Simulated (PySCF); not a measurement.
**C2H6Cl2Si, SMILES `C[Si](C)(Cl)Cl`: what the electrons do**

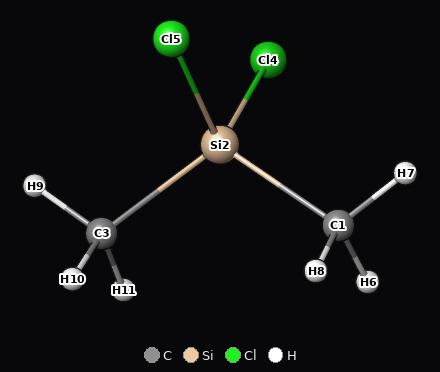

The molecule, with its atoms numbered as below. No frequency check shows the geometry to be a minimum.

Cartesian coordinates (Å):

```
C1      -0.0047   -1.3611   -1.5817
Si2      0.0001   -0.3051   -0.0003
C3       0.0054   -1.3627    1.5799
Cl4     -1.6489    0.8847    0.0040
Cl5      1.6484    0.8855   -0.0034
H6      -0.8817   -1.9997   -1.6268
H7      -0.0179   -0.7375   -2.4719
H8       0.8723   -2.0032   -1.6274
H9       0.0183   -0.7401    2.4708
H10      0.8827   -2.0010    1.6243
H11     -0.8713   -1.9975    1.6350
```

### 1. Excited states

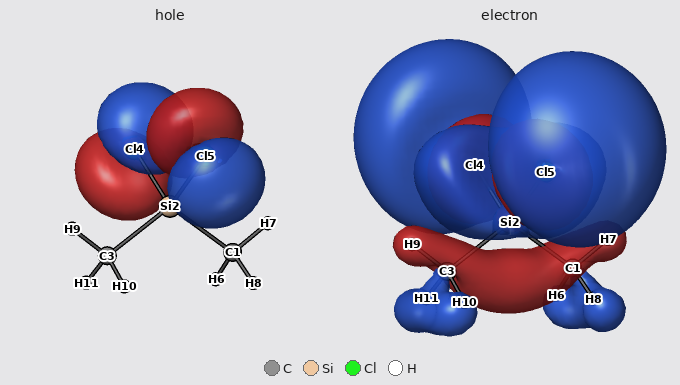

Leading natural transition orbital pair of S₃ (TDA singlet states); the surfaces enclose about 85 % of each orbital's density.

PySCF calculation, LC-wPBE/def2-SVPD, gas phase; geometry: GFN2-xTB.

Q: Give its energy and the atoms that hole and electron lie on.

A: 8.94 eV (139 nm), f = 0.049, partly diffuse acceptor orbital; the leading pair carries 81 %; hole on Cl4 and Cl5 (45 % each) and Si2 (6 %), electron on Cl4 and Cl5 (31 % each) and Si2 (26 %) (atom shares of so diffuse an orbital are rough) (shares are of the whole state, not of the leading pair alone); their centroids lie 0.1 Å apart; S₄ lies within 0.1 eV of it. The HOMO–LUMO gap is 13.26 eV.

### 2. In an electric field

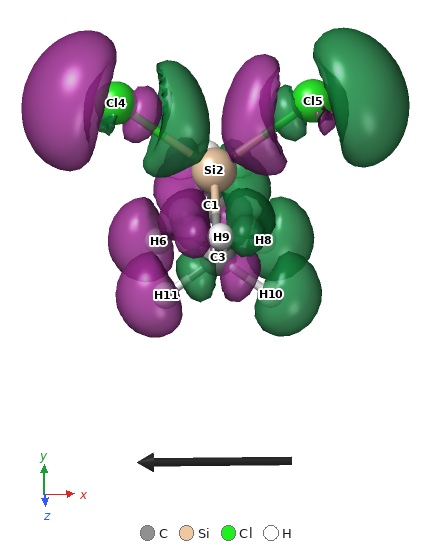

Change of the electron density in a uniform field of 0.51 V/Å along −x (arrow), surfaces at ±0.004 e/Å³ (green: gain, purple: loss).

Computed with PySCF, TPSSh/def2-SVPD, geometry: GFN2-xTB.

Q: How large is the response?

A: The induced dipole is 2.02 D (along the field); α along this axis, from the fields in both directions, is 79 bohr³ (11.8 Å³).

Q: Which atoms gain and lose the most charge?

A: Electrons gather most on Cl5 (Hirshfeld charge changes by −0.046 e) and leave Cl4 most (+0.047 e); 0.173 electrons are displaced in all.

### 3. Localised orbitals

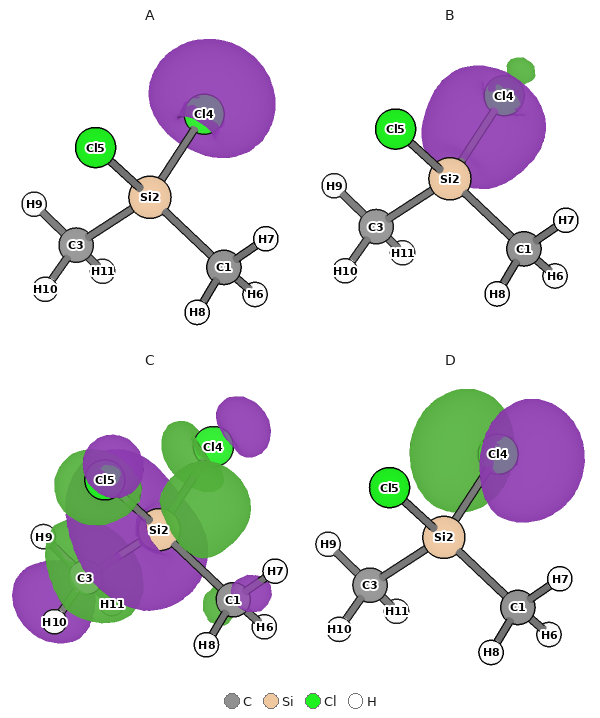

Intrinsic bond orbitals (IBO), occupied and valence-virtual; each surface holds about 80 % of the orbital's density. Energies are diagonal elements of the Fock matrix.

Method: PBE0/6-311+G**; geometry: GFN2-xTB; program: PySCF.

Q: Identify each orbital.

A: By panel:
- A: lone pair on Cl4 (sp0.4-type) (Cl4 100 %; −18.1 eV)
- B: σ bond Cl4–Si2 (Cl4 72 %, Si2 27 %; −17.2 eV)
- C: σ* orbital Si2–C3 (Si2 57 %, C3 35 %, Cl5 3 %; 5.2 eV)
- D: lone pair on Cl4 (p-type) (Cl4 97 %; −9.6 eV)

Q: How do all the valence pairs divide up?

A: 16 pairs: 10 σ bonds and 6 lone pairs.

### 4. Stretching a bond

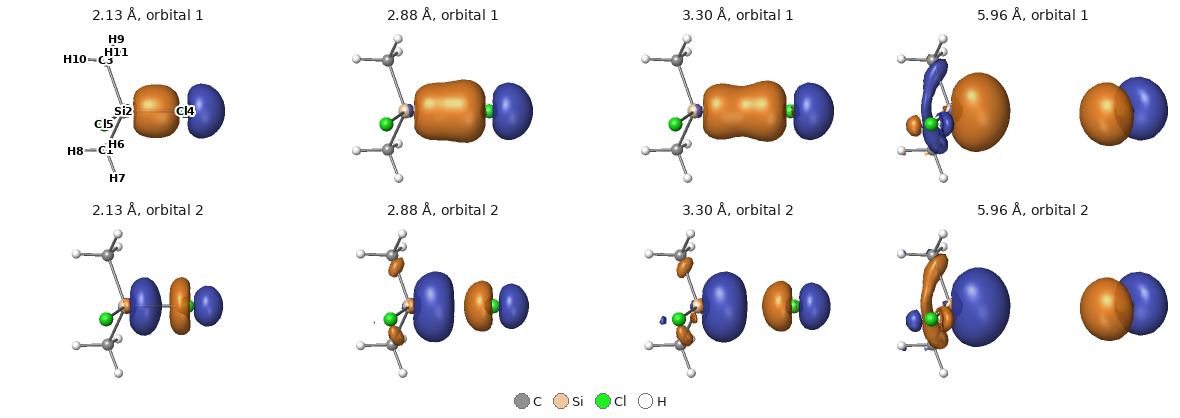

Rigid stretch of the Si2–Cl4 bond. The two CASSCF(2,2) natural orbitals nearest half filling (orbital 1 the more occupied).

Method: 6-31G* basis; geometry: GFN2-xTB; program: PySCF.

Q: How do the occupations change along the stretch?

A: 2.13 Å: 1.98 and 0.02; 2.88 Å: 1.93 and 0.07; 3.30 Å: 1.84 and 0.16; 5.96 Å: 1.02 and 0.98. At the longest distance computed (5.96 Å) they are 1.02 and 0.98, and the effective number of unpaired electrons is 2.0.

Q: Where does the UHF solution part from RHF?

A: Between 2.88 Å (⟨S²⟩ = 0, the two coincide) and 3.30 Å (⟨S²⟩ = 0.61); at 5.96 Å ⟨S²⟩ is 1.01 and UHF lies 3.1 eV below RHF.

Q: How much energy does the stretch cost?

A: By CASSCF, 4.1 eV from the lowest point of the scan (2.13 Å) to 5.96 Å; RHF gives 6.7 eV from its own lowest point. The fragments aren't relaxed and dynamic correlation is missing, so this isn't a bond dissociation energy.
